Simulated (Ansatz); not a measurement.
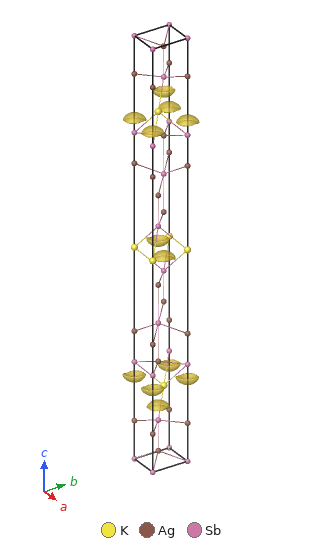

The picture shows: KAg4Sb3. Isosurface of the electron localisation function at 0.65 (yellow), seen slightly off an axis. Core shells are left out. Sticks mark near contacts.

Space group R-3m; built by placing these elements on a known structure type; not relaxed (largest force 0.6 eV/Å); computed pressure about 3 GPa in this cell.

Level of theory: Ansatz 0.2.0, DFT, PAW plane waves, PBE.

```
K Ag Sb
1.0
     4.50319    0.00000    0.00000
    -2.25160    3.89988    0.00000
     0.00000    0.00000   36.59839
K Ag Sb
3 12 9
Direct
  0.00000 0.00000 0.50000
  0.33333 0.66667 0.16667
  0.66667 0.33333 0.83333
  0.00000 0.00000 0.09027
  0.66667 0.33333 0.42360
  0.33333 0.66667 0.75694
  0.00000 0.00000 0.90973
  0.66667 0.33333 0.24306
  0.33333 0.66667 0.57640
  0.00000 0.00000 0.30177
  0.66667 0.33333 0.63510
  0.33333 0.66667 0.96844
  0.00000 0.00000 0.69823
  0.66667 0.33333 0.03156
  0.33333 0.66667 0.36490
  0.00000 0.00000 0.22904
  0.66667 0.33333 0.56237
  0.33333 0.66667 0.89571
  0.00000 0.00000 0.77096
  0.66667 0.33333 0.10429
  0.33333 0.66667 0.43763
  0.00000 0.00000 0.00000
  0.66667 0.33333 0.33333
  0.33333 0.66667 0.66667
```

Identify the bonds, lone pairs and shells in this picture.

Answer. The surface consists of six pockets between the atoms, centred on no nucleus (multi-centre or interstitial), counted in one cell of 24 atoms. Regions shared between cells count once.

Values along the shortest contacts:
Ag–Sb (2.65 Å): the ELF is about 0.35 at the midpoint. K–Sb (3.46 Å): the ELF peaks at about 0.60 in the valence shell of Sb, 1.4 Å from its nucleus, and drops to about 0.05 between the two atoms: no localised pair shows between them.

Which way does charge flow, and how much by Bader's partition?

Answer. Electrons move from K towards Ag. Bader charges: K +0.73, Ag −0.22 to −0.09 and Sb −0.11 to +0.11 e.
